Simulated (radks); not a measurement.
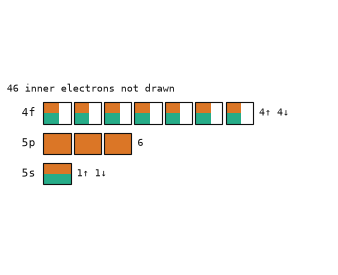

*The outer shells as the input fills them: a box for each of the 2l + 1 orbitals, shaded by the share of the shell that is filled, up spin in the upper half and down spin in the lower, with the electron count at the right.*

Atomic calculation, with input and output: Tb³⁺

Tb³⁺ (Z = 65, 62 electrons) in the configuration [Xe] 4f8 (both spins equally filled). Computed at this level: scalar-relativistic Kohn-Sham, r2SCAN, spin-polarised, spherical densities, finite nucleus (the in-house radial solver radks).

### Summary

- outcome: converged
- total energy: −11707.6572 hartree
- kinetic energy: 12600.0048 hartree
- electron–nucleus energy: −28538.2150 hartree
- Hartree energy: 4485.8849 hartree
- exchange–correlation energy: −255.331931 hartree
- radius at density 0.001 e/bohr³: 3.20 bohr
- SCF iterations: 12
- hardware: 1 CPU thread, shared host

### The input
```
Z 65
configuration [Kr] 4d10 4f4 4f4 5p6 5s1 5s1
relativity scalar-relativistic
functional r2scan,r2scan
spin polarised
nucleus finite rms 5.06 fm
c 137.035999084
```

Energies in input and log are in hartree, lengths in bohr (the nuclear radius in fm).

### Output
```
1s      1   1.0000       -1909.54016421
2s      1   1.0000        -318.34905568
2p      1   3.0000        -282.89189049
3s      1   1.0000         -71.85995198
3p      1   3.0000         -60.86867282
3d      1   5.0000         -46.54392821
4s      1   1.0000         -15.34451113
4p      1   3.0000         -11.70295869
4d      1   5.0000          -6.68289225
4f      1   4.0000          -1.24631267
5p      1   3.0000          -1.96869785
5s      1   1.0000          -2.86088680
1s      2   1.0000       -1909.54016421
2s      2   1.0000        -318.34905568
2p      2   3.0000        -282.89189049
3s      2   1.0000         -71.85995198
3p      2   3.0000         -60.86867282
3d      2   5.0000         -46.54392821
4s      2   1.0000         -15.34451113
4p      2   3.0000         -11.70295869
4d      2   5.0000          -6.68289225
4f      2   4.0000          -1.24631267
5p      2   3.0000          -1.96869785
5s      2   1.0000          -2.86088680
Etot -11707.65717776399
Ekin 12600.004795560906
Encl -28538.214980656892
Eh 4485.88493817446
Exc -255.33193084246287
err 5.319614929266391e-06
it 12
```

### Orbitals

```csv
orbital,occupation,energy (eV),⟨r⟩ (bohr),outer maximum (bohr)
1s up,1,−51961.2,0.02151,0.0136
1s down,1,−51961.2,0.02151,0.0136
2s up,1,−8662.7,0.09148,0.0775
2s down,1,−8662.7,0.09148,0.0775
2p down,3,−7697.9,0.08090,0.0628
2p up,3,−7697.9,0.08090,0.0628
3s up,1,−1955.4,0.2390,0.219
3s down,1,−1955.4,0.2390,0.219
3p up,3,−1656.3,0.2378,0.216
3p down,3,−1656.3,0.2378,0.216
3d down,5,−1266.5,0.2166,0.177
3d up,5,−1266.5,0.2166,0.177
4s down,1,−417.545,0.5411,0.505
4s up,1,−417.545,0.5411,0.505
4p down,3,−318.454,0.5727,0.527
4p up,3,−318.454,0.5727,0.527
4d up,5,−181.851,0.6218,0.546
4d down,5,−181.851,0.6218,0.546
5s up,1,−77.849,1.303,1.17
5s down,1,−77.849,1.303,1.17
5p up,3,−53.571,1.499,1.32
5p down,3,−53.571,1.499,1.32
4f down,4,−33.914,0.8258,0.551
4f up,4,−33.914,0.8258,0.551
```

### Slater integrals of the outer shells (hartree)

```csv
integral,value
"F0(4f,4f)",1.1279
"F2(4f,4f)",0.5303
"F4(4f,4f)",0.3316
"F6(4f,4f)",0.2382
"F0(4f,5p)",0.7176
"F2(4f,5p)",0.2492
"G2(4f,5p)",0.1310
"G4(4f,5p)",0.1010
"F0(4f,5s)",0.8001
"G3(4f,5s)",0.1513
"F0(5p,5p)",0.6004
"F2(5p,5p)",0.3253
"F0(5p,5s)",0.6395
"G1(5p,5s)",0.4301
"F0(5s,5s)",0.6900
```

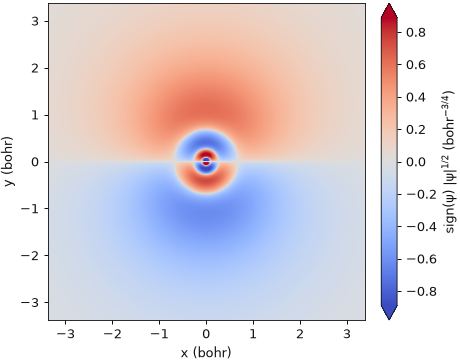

*The 5p(y) orbital. In the xy plane through the nucleus, the colour gives the signed square root of ψ. The radial function comes from the spherical calculation and is multiplied by a real spherical harmonic; the overall sign is chosen so that the largest lobe of P(r) is positive; at the scalar-relativistic level it is the large component.*

It has the nodal plane xz and 3 radial nodes, at r = 0.0928, 0.272 and 0.686 bohr. The outermost maximum of P² lies at 1.32 bohr, ⟨r⟩ = 1.50 bohr, 90 % of the charge lies within 2.18 bohr, and the eigenvalue is −53.6 eV, with 6 electrons in the shell.

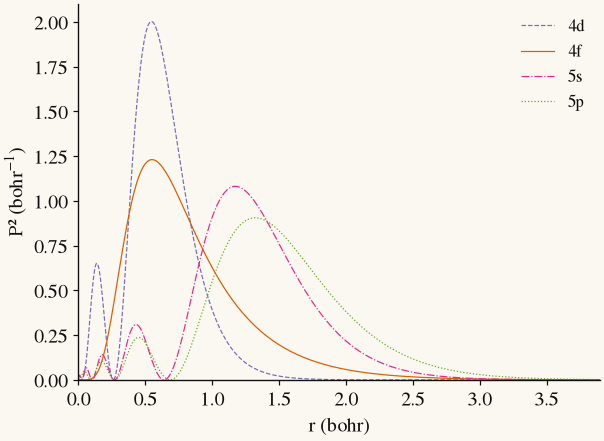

*The radial probability densities P² of 5s, 4d, 5p and 4f.*

4d: outer maximum at 0.546 bohr, ⟨r⟩ = 0.622 bohr, 1 node, eigenvalue −181.9 eV; 4f: outer maximum at 0.551 bohr, ⟨r⟩ = 0.826 bohr, 0 nodes, eigenvalue −33.9 eV; 5s: outer maximum at 1.17 bohr, ⟨r⟩ = 1.30 bohr, 4 nodes, eigenvalue −77.8 eV; 5p: outer maximum at 1.32 bohr, ⟨r⟩ = 1.50 bohr, 3 nodes, eigenvalue −53.6 eV. The innermost lobes are too small to be seen at this scale.

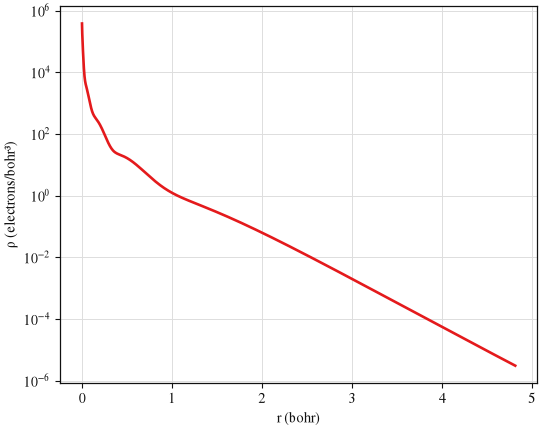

*The electron density ρ(r) on a logarithmic scale.*

The density falls from 380000 electrons/bohr³ at the inner end (r = 0.00077 bohr) to 0.001 at r = 3.20 bohr, a common measure of the size of an atom or ion. The steps in the slope mark the shells; the radial density has its minima at 0.028, 0.12 and 0.36 bohr.
